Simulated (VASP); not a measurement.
Band structure of BeTe (space group F-43m). Calculation: SCAN meta-GGA, VASP's PBE PAW potentials (set 64) (plane waves; VASP).

Unless said otherwise, spin-orbit coupling is left out, though it shifts the bands of the heavy elements here.

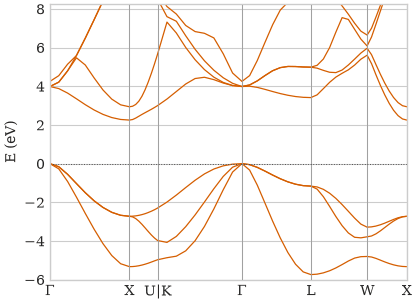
Bands along high-symmetry lines, zero at the valence-band maximum or, without a gap, the Fermi level

Read the plot: is there a gap, and where are the band edges?

The gap is indirect, 2.25 eV, from the valence maximum at Γ to the conduction minimum at X.

The structure comes from a measured BeTe entry (F-43m) of the Crystallography Open Database, whose conditions weren't checked. It was relaxed first, which changed the volume by +6 %.
